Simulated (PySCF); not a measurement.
Cl$_{8}$S$_{4}$Si$_{4}$ (cyclo-(Cl2SiS)4)

```xyz
16

Si   -0.8896    1.0503   -1.8591
Cl   -2.5577    0.0203   -2.4405
Cl   -0.6008    2.6442   -3.1006
S    -1.1023    1.9222    0.0729
Si   -1.9493    0.3254    1.2198
Cl   -1.4463    0.7638    3.1513
Cl   -3.9829    0.3122    1.0358
S    -1.3530   -1.6341    0.6346
Si    0.6577   -1.7603    1.3526
Cl    1.5399   -3.1801    0.1747
Cl    0.6758   -2.3911    3.2933
S     1.7377    0.0766    1.3757
Si    2.1729    0.3797   -0.6982
Cl    3.8904   -0.6022   -1.2005
Cl    2.4603    2.3953   -0.8838
S     0.7129   -0.3563   -2.0617
```

Geometry: PBE0-D3(BJ)/def2-SVP.

All numbers below come from PySCF 2.14.0, PBE0/pcSseg-1, SCF density, gas phase, non-relativistic.

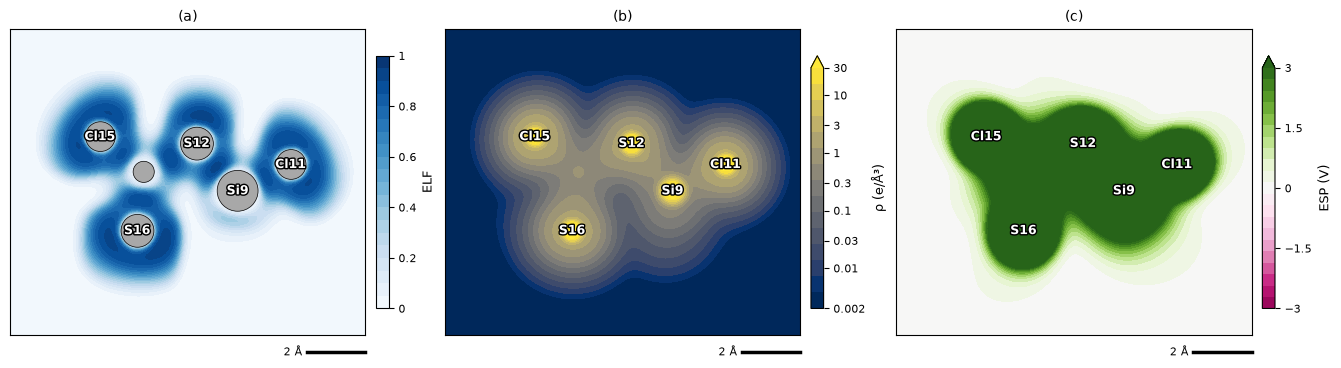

Figure 1. (a) electron localisation function; (b) electron density; (c) molecular electrostatic potential on the plane of atoms Cl11, Si9 and S12. Grey discs cover the atomic cores in the ELF map.

Interpret the plot.

Answer.
- The section cuts through Si, Cl and S sites.
- Si–Cl (2.04 Å): ρ at the midpoint is about 0.94 e/Å³; the ELF peaks at about 0.90 between the atoms, as expected for a polar covalent bond.
- Si–S (2.13 Å): ρ at the midpoint is about 0.85 e/Å³; the ELF peaks at about 0.90 between the atoms, as expected for a covalent bond.
- The ELF also peaks beside S16, Cl11, Cl15 and S12, away from the bonds: lone-pair regions.
- The potential has no marked negative region in this plane.

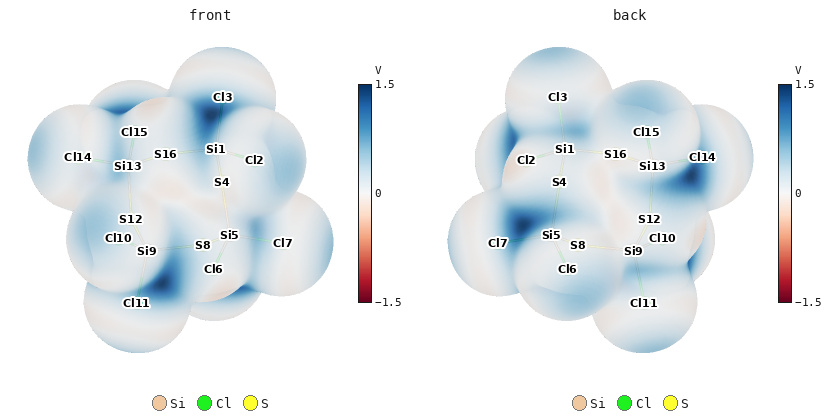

Figure 2. The electrostatic potential painted on the density surface at 0.002 e/bohr³, seen from the front and from behind; the colour scale runs from red (negative) to blue (positive).

Where is the surface potential most negative and most positive?

Answer. The most negative region (about −0.1 V) lies over S4, S8, S12 and S16, the most positive (about +1.4 V) over Si1, Si5, Si9 and Si13. Cl2 shows a σ-hole: about +0.6 V at the tip opposite its bond, against about +0.1 V on its flanks. Cl3 shows a σ-hole: about +0.5 V at the tip opposite its bond, against about 0.0 V on its flanks. Cl6 shows a σ-hole: about +0.6 V at the tip opposite its bond, against about +0.1 V on its flanks. Cl7 shows a σ-hole: about +0.5 V at the tip opposite its bond, against about 0.0 V on its flanks. Cl10 shows a σ-hole: about +0.6 V at the tip opposite its bond, against about +0.1 V on its flanks. Cl11 shows a σ-hole: about +0.5 V at the tip opposite its bond, against about 0.0 V on its flanks. Cl14 shows a σ-hole: about +0.5 V at the tip opposite its bond, against about 0.0 V on its flanks. Cl15 shows a σ-hole: about +0.6 V at the tip opposite its bond, against about +0.1 V on its flanks.
